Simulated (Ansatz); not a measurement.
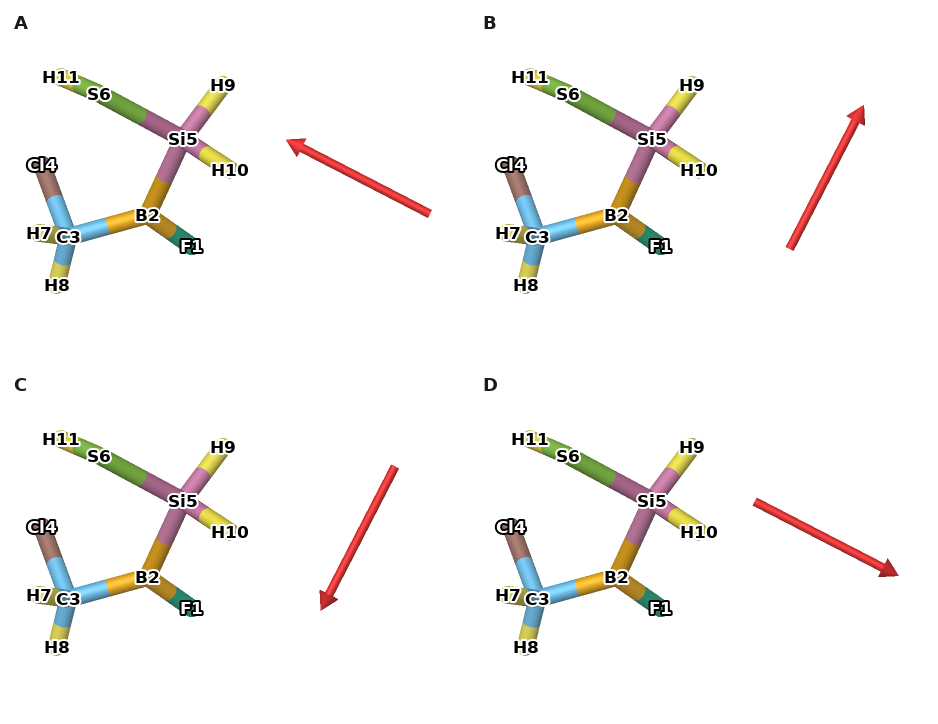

The same molecule four times, each with an arrow. The geometry was computed by an optimisation with PBE0-D4/def2-TZVP. No frequency run is at hand to confirm it as a minimum. Level of theory: RKS ωB97M-V/def2-TZVPP (Ansatz 0.2.0).

Question: Which arrow points along the dipole moment, from the negative to the positive end?

Answer: C. The dipole moment is 1.50 D; it points from the side of H9 to the side of H8 (the outermost atoms at the two ends).
